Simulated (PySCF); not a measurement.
C₃H₄O, triplet, SMILES `[CH2]C(=O)[CH2]`.

Method: PBE0/def2-TZVP; geometry: GFN2-xTB; program: PySCF. No frequency check shows the geometry to be a minimum. The stability of the open-shell solution wasn't checked. GFN2-xTB doesn't know the spin state, so this open-shell geometry is rough.

Cartesian coordinates (Å):

```
C1       1.2315    0.6416    0.0000
C2      -0.0001   -0.0897    0.0000
O3       0.0047   -1.3418    0.0000
C4      -1.2358    0.6349    0.0000
H5       2.1600    0.1012    0.0000
H6       1.2484    1.7153    0.0000
H7      -2.1613    0.0894    0.0000
H8      -1.2585    1.7085    0.0000
```

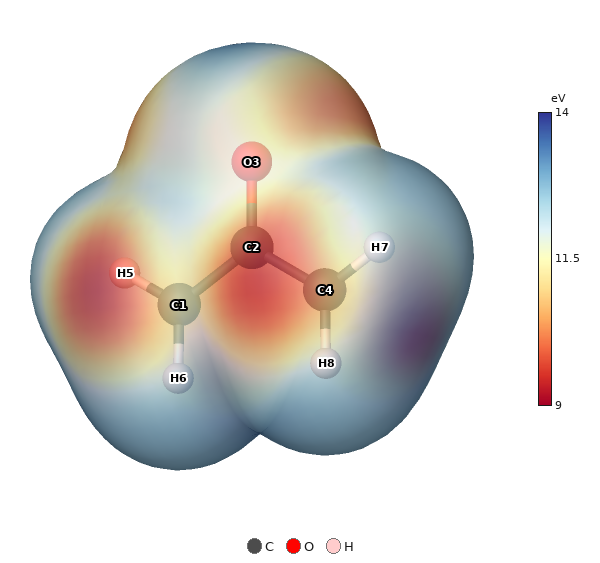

Average local ionisation energy on the surface of electron density 0.001 a.u.

Where are the most loosely bound electrons on this surface?

The lowest value is 9.2 eV, off the molecular plane, over C1 (2.0 Å), and at like points elsewhere. Further minima include 9.9 eV, near O3 (1.85 Å) and H7 (2.04 Å). For comparison, the highest occupied orbital lies at −7.0 eV.
